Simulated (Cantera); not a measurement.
Input: 1 mol Cr, a varied amount of O₂, at 2223.15 K and 133 Pa.

Equilibrium computed with Cantera from the NASA thermochemical tables; the gas is ideal and each condensed phase is pure. Candidate condensed phases: Cr, Cr₂O₃; 7 gas species. Equilibrium is a limit: real reactors are often held back by kinetics, nucleation or transport.

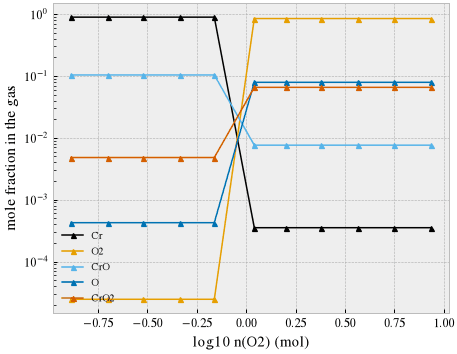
*Equilibrium gas composition (values under 1e-9 drawn at 1e-9)*

Question: Read off the mole fractions at 5.6 mol O₂.

Answer: O₂ about 0.85, O about 0.079, CrO₂ about 0.065, CrO about 0.0076, Cr about 0.00035.
